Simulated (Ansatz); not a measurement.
# BH5NSi: the cost of one run

Program: Ansatz 0.2.0. Level of theory: UKS BHLYP/def2-SVP. These are calculated values, not measurements.

### 1 The system as given

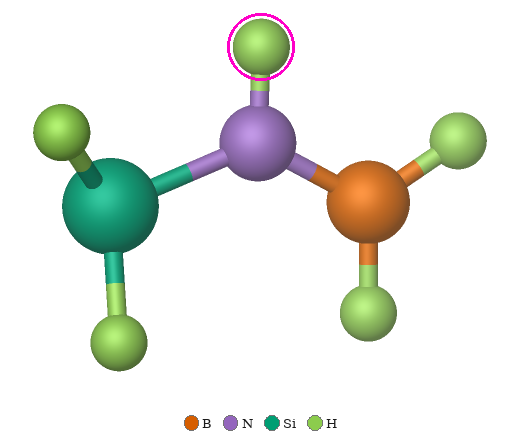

Start, viewed from a chosen angle; boron orange, nitrogen purple, silicon teal, hydrogen green. Ringed: H6.

Structure file:

```xyz
8

B    -0.4646    1.0658   -0.7226
N    -0.2784    0.2315    0.3800
Si    0.3013   -1.4079    0.4738
H    -0.1854    0.6609   -1.7862
H    -0.8882    2.1486   -0.5654
H    -0.5443    0.6143    1.2771
H     0.9716   -1.7928   -0.7559
H     1.0881   -1.5205    1.6992
```

### 2 Relaxing end A

Input file input.yaml:

```yaml
crystal:
  periodic: [false, false, false]
  atoms:
    - { symbol: B, position_ang: [-0.4646, 1.06579, -0.7226] }
    - { symbol: "N", position_ang: [-0.27839, 0.23154, 0.38005] }
    - { symbol: Si, position_ang: [0.30125, -1.40791, 0.47378] }
    - { symbol: H, position_ang: [-0.18543, 0.66093, -1.7862] }
    - { symbol: H, position_ang: [-0.88822, 2.14861, -0.56544] }
    - { symbol: H, position_ang: [-0.54433, 0.61428, 1.2771] }
    - { symbol: H, position_ang: [0.97159, -1.79275, -0.75593] }
    - { symbol: H, position_ang: [1.08813, -1.5205, 1.69925] }
magnetization:
  spin_polarized: true
  initial_magnetization: 1
basis:
  gaussian: { orbitals: def2-SVP }
hamiltonian:
  xc: { name: BHLYP }
relax:
  f_tol: 0.02
  max_steps: 50
```

On the command line:

```
> ansatz run input.yaml --threads 2 --pin off --max-ram 3072MiB --backend cpu --events-out ev --progress --plain --runs-dir out
```

**Question.** How long does this run take on 2 threads of Intel Xeon Platinum 8488C (Sapphire Rapids), shared host, and how much memory does it need?

About 14 s, with a peak of 0.18 GiB.
